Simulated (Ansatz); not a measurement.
CH6FGeNS: geometry relaxation (part 2 of 2)

CH6FGeNS, SMILES N[CH2][GeH]([F])[SH]; RKS PBE/def2-SVP (Ansatz 0.2.0). It belongs to a series of runs on one base structure; here: end point B relaxed.

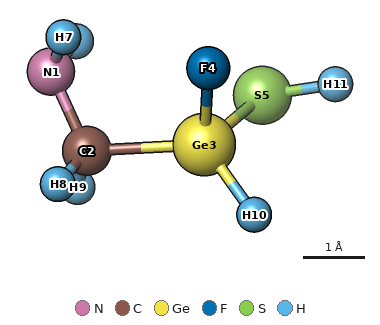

*The geometry at step 10 of the log (ball-and-stick view, seen at a tilt; atoms are numbered from 1 in the order of the input).*

### Trajectory as extended XYZ, continued
```
11
Properties=species:S:1:pos:R:3:forces:R:3 step=6 energy=-72663.11468
N    -0.5320    0.9468    1.4176    0.0256  -0.1250   0.0661
C    -0.9031    0.6230    0.0490    0.0376   0.0559  -0.0406
Ge    0.0529   -0.9834   -0.6376   -0.1398   0.0225   0.0416
F    -0.1946   -2.1675    0.6679    0.1000   0.0416  -0.0280
S     2.2252   -0.4005   -0.7077   -0.0699  -0.0800   0.0344
H     0.4899    1.0557    1.4957   -0.0663   0.0402   0.0160
H    -0.7702    0.1546    2.0335    0.0540   0.0767  -0.0478
H    -1.9937    0.4263   -0.0091   -0.0061  -0.0047  -0.0311
H    -0.6964    1.4790   -0.6288   -0.0061  -0.0149   0.0255
H    -0.3850   -1.7619   -1.9138    0.0308  -0.0075  -0.0271
H     2.6369   -1.6747   -0.9546    0.0402  -0.0048  -0.0091
11
Properties=species:S:1:pos:R:3:forces:R:3 step=7 energy=-72663.11645
N    -0.5513    0.9303    1.4282   -0.1777   0.0110  -0.1354
C    -0.9039    0.6341    0.0471   -0.0181  -0.0539   0.0816
Ge    0.0250   -0.9901   -0.6308    0.2824   0.0776  -0.0770
F    -0.1795   -2.1641    0.6892   -0.0340   0.0386  -0.0367
S     2.2072   -0.4251   -0.6980   -0.0484  -0.0532   0.0115
H     0.4485    1.1360    1.5123    0.1841   0.0595  -0.0294
H    -0.7040    0.0975    2.0069   -0.0610  -0.0941   0.1107
H    -1.9918    0.4351   -0.0402   -0.0587   0.0669   0.0333
H    -0.6811    1.4986   -0.6125    0.0138  -0.0423  -0.0007
H    -0.3776   -1.7653   -1.9214   -0.0576  -0.0325   0.0408
H     2.6384   -1.6896   -0.9687   -0.0247   0.0223   0.0014
11
Properties=species:S:1:pos:R:3:forces:R:3 step=8 energy=-72663.12198
N    -0.5516    0.9257    1.4250   -0.0078  -0.0568   0.0233
C    -0.9061    0.6323    0.0460    0.0225  -0.0025   0.0114
Ge    0.0384   -0.9823   -0.6409    0.0530   0.0098   0.0249
F    -0.1644   -2.1440    0.6907   -0.0073   0.0091  -0.0216
S     2.2156   -0.4181   -0.7063   -0.0266  -0.0131  -0.0133
H     0.4587    1.1027    1.5097   -0.0213   0.0089  -0.0027
H    -0.7375    0.1021    2.0152    0.0140   0.0454  -0.0258
H    -1.9976    0.4504   -0.0384   -0.0126   0.0042  -0.0084
H    -0.6733    1.4952   -0.6120   -0.0046  -0.0020   0.0040
H    -0.3930   -1.7815   -1.9080    0.0001  -0.0012   0.0090
H     2.6408   -1.6852   -0.9691   -0.0095  -0.0018  -0.0008
11
Properties=species:S:1:pos:R:3:forces:R:3 step=9 energy=-72663.12256
N    -0.5594    0.9190    1.4287    0.0067   0.0055  -0.0050
C    -0.9036    0.6336    0.0459   -0.0200  -0.0090   0.0050
Ge    0.0437   -0.9783   -0.6406   -0.0116   0.0038  -0.0141
F    -0.1570   -2.1342    0.6950   -0.0016  -0.0099   0.0073
S     2.2153   -0.4188   -0.7247    0.0485  -0.0318  -0.0073
H     0.4471    1.1130    1.5169   -0.0078   0.0045   0.0085
H    -0.7337    0.0895    2.0118    0.0005  -0.0005  -0.0021
H    -1.9950    0.4525   -0.0484   -0.0021   0.0013  -0.0035
H    -0.6679    1.5004   -0.6053    0.0032   0.0044   0.0011
H    -0.3917   -1.7849   -1.9016   -0.0082   0.0020   0.0092
H     2.6323   -1.6943   -0.9658   -0.0076   0.0298   0.0008
11
Properties=species:S:1:pos:R:3:forces:R:3 step=10 energy=-72663.12297
N    -0.5671    0.9178    1.4313    0.0093   0.0133  -0.0070
C    -0.9032    0.6344    0.0461   -0.0053  -0.0080   0.0068
Ge    0.0475   -0.9767   -0.6388   -0.0039  -0.0022  -0.0152
F    -0.1539   -2.1308    0.6984   -0.0013  -0.0067   0.0122
S     2.2225   -0.4260   -0.7289    0.0269  -0.0149  -0.0039
H     0.4363    1.1246    1.5242   -0.0099  -0.0001   0.0065
H    -0.7335    0.0842    2.0106   -0.0025  -0.0043   0.0002
H    -1.9940    0.4525   -0.0552    0.0003  -0.0031  -0.0025
H    -0.6648    1.5028   -0.6019    0.0029   0.0047   0.0007
H    -0.3957   -1.7846   -1.8960   -0.0038   0.0027   0.0024
H     2.6359   -1.7007   -0.9779   -0.0125   0.0185  -0.0002
11
Properties=species:S:1:pos:R:3:forces:R:3 step=11 energy=-72663.12327
N    -0.5813    0.9174    1.4360    0.0126   0.0104  -0.0152
C    -0.8993    0.6349    0.0461   -0.0030  -0.0016   0.0071
Ge    0.0564   -0.9756   -0.6350    0.0055   0.0175   0.0038
F    -0.1429   -2.1238    0.7078   -0.0014  -0.0056   0.0099
S     2.2352   -0.4347   -0.7365   -0.0157  -0.0162  -0.0060
H     0.4177    1.1392    1.5411   -0.0157  -0.0073   0.0007
H    -0.7424    0.0794    2.0105   -0.0022  -0.0053   0.0010
H    -1.9887    0.4513   -0.0697    0.0062  -0.0012   0.0032
H    -0.6550    1.5054   -0.5969    0.0022   0.0008   0.0002
H    -0.4005   -1.7859   -1.8857    0.0071   0.0013  -0.0029
H     2.6307   -1.7103   -1.0058    0.0043   0.0073  -0.0019
11
Properties=species:S:1:pos:R:3:forces:R:3 step=12 energy=-72663.12337
N    -0.5884    0.9190    1.4384    0.0035   0.0007  -0.0099
C    -0.8980    0.6357    0.0469    0.0043   0.0086   0.0025
Ge    0.0603   -0.9745   -0.6310    0.0070  -0.0057  -0.0048
F    -0.1392   -2.1196    0.7148    0.0000  -0.0015   0.0069
S     2.2401   -0.4411   -0.7448   -0.0119   0.0050   0.0053
H     0.4100    1.1399    1.5498   -0.0069  -0.0033   0.0014
H    -0.7539    0.0814    2.0124    0.0004  -0.0024  -0.0009
H    -1.9868    0.4519   -0.0751    0.0081  -0.0024   0.0019
H    -0.6503    1.5063   -0.5948    0.0005  -0.0002   0.0006
H    -0.3970   -1.7866   -1.8803   -0.0007   0.0006  -0.0005
H     2.6332   -1.7150   -1.0242   -0.0044   0.0006  -0.0026
11
Properties=species:S:1:pos:R:3:forces:R:3 step=13 energy=-72663.12345
N    -0.5898    0.9189    1.4385   -0.0006   0.0005  -0.0062
C    -0.8964    0.6360    0.0464   -0.0015   0.0054  -0.0012
Ge    0.0609   -0.9757   -0.6290    0.0045  -0.0009  -0.0025
F    -0.1394   -2.1182    0.7191   -0.0009  -0.0018   0.0038
S     2.2397   -0.4409   -0.7426   -0.0054  -0.0001   0.0017
H     0.4084    1.1383    1.5524   -0.0004  -0.0008   0.0020
H    -0.7579    0.0815    2.0119    0.0004  -0.0030   0.0007
H    -1.9849    0.4529   -0.0779    0.0045   0.0007   0.0021
H    -0.6464    1.5062   -0.5949    0.0008  -0.0018   0.0004
H    -0.3962   -1.7891   -1.8774    0.0006  -0.0006   0.0006
H     2.6320   -1.7125   -1.0343   -0.0020   0.0025  -0.0013
11
Properties=species:S:1:pos:R:3:forces:R:3 step=14 energy=-72663.12350
N    -0.5933    0.9186    1.4391   -0.0030  -0.0007   0.0004
C    -0.8940    0.6366    0.0457   -0.0057   0.0019  -0.0050
Ge    0.0624   -0.9774   -0.6250   -0.0001   0.0007  -0.0010
F    -0.1405   -2.1154    0.7269   -0.0002  -0.0005   0.0003
S     2.2401   -0.4417   -0.7402    0.0033  -0.0081  -0.0022
H     0.4045    1.1367    1.5579    0.0042   0.0013   0.0017
H    -0.7650    0.0810    2.0111    0.0006  -0.0015   0.0011
H    -1.9822    0.4558   -0.0834    0.0006   0.0027   0.0013
H    -0.6391    1.5062   -0.5947    0.0008  -0.0028   0.0009
H    -0.3936   -1.7943   -1.8715    0.0012  -0.0008   0.0009
H     2.6307   -1.7087   -1.0539   -0.0017   0.0078   0.0015
```

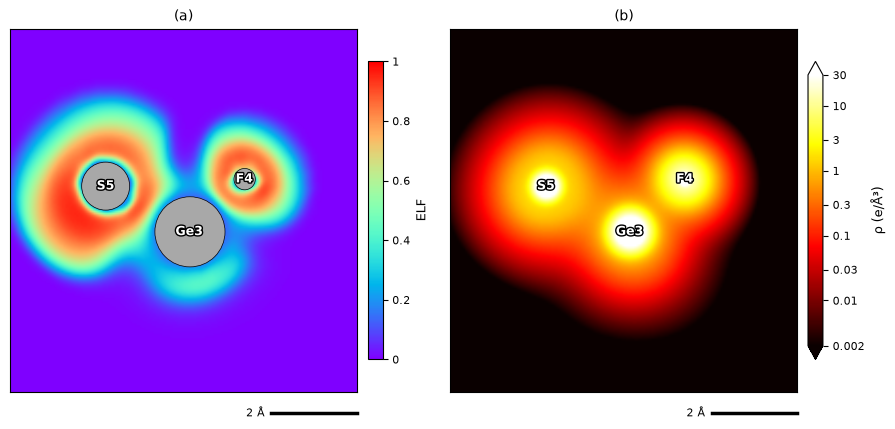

*(a) electron localisation function; (b) electron density on the plane of atoms F4, Ge3 and S5. Grey discs, where drawn, cover atomic cores.*

Ge–F (1.78 Å): ρ is about 0.84 e/Å³ halfway; the ELF peaks at about 0.80 in the valence shell of F, 0.5 Å from its nucleus, and is about 0.25 at the midpoint.

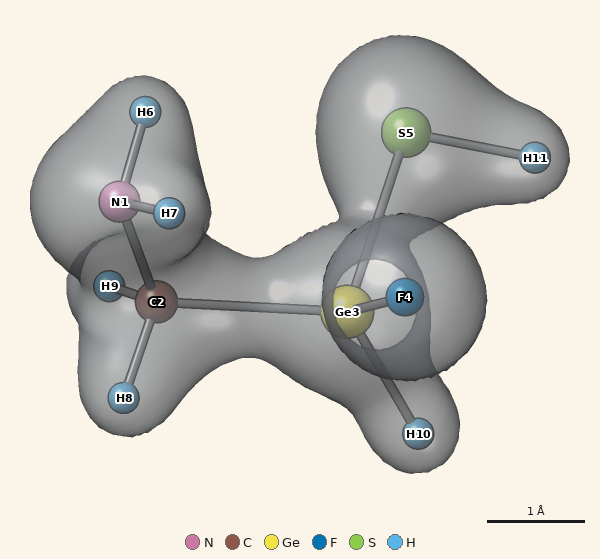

*Isosurface of the total electron density at 0.5 e/Å³ (grey), seen at a tilt.*

At this value the surface is in one piece. On the grid the lowest density along these lines, outside the cores, is 1.8 e/Å³ (C–N, 1.45 Å), 0.82 e/Å³ (Ge–F, 1.78 Å), 0.84 e/Å³ (C–Ge, 1.99 Å) and 0.64 e/Å³ (Ge–S, 2.25 Å).

The run was set up as follows.

### Input file
```yaml
crystal:
  periodic: [false, false, false]
  atoms:
    - { symbol: "N", position_ang: [-0.409, 1.0295, 1.3297] }
    - { symbol: C, position_ang: [-0.9083, 0.596, 0.0144] }
    - { symbol: Ge, position_ang: [0.1, -0.9621, -0.5251] }
    - { symbol: F, position_ang: [0.0562, -2.1981, 0.714] }
    - { symbol: S, position_ang: [2.271, -0.4075, -0.7566] }
    - { symbol: H, position_ang: [0.44417, 0.49997, 1.55184] }
    - { symbol: H, position_ang: [-1.12548, 0.61374, 2.04191] }
    - { symbol: H, position_ang: [-1.9367, 0.3263, 0.0649] }
    - { symbol: H, position_ang: [-0.7796, 1.4136, -0.7076] }
    - { symbol: H, position_ang: [-0.4004, -1.5017, -1.8384] }
    - { symbol: H, position_ang: [2.6181, -1.7123, -1.077] }
basis:
  gaussian: { orbitals: def2-SVP }
hamiltonian:
  xc: pbe
relax:
  f_tol: 0.015
  max_steps: 40
output:
  orbitals: {}
```

Launch command:
```bash
ansatz run input.yaml --threads 2 --pin off --max-ram 3072MiB --backend cpu --events-out ev --progress --plain --runs-dir out
```

### Summary

- outcome: converged
- total energy: −72663.1235 eV
- mean-field energy: −72663.1235 eV
- largest force (length of the vector) at the end: 0.009 eV/Å
- hardware: 2 threads of Intel Xeon @ 2.50GHz (Skylake/Cascade Lake), 16 GiB of memory available, shared host
- wall time: 44 s (CPU time 83 s)
- peak memory: 0.2 GiB
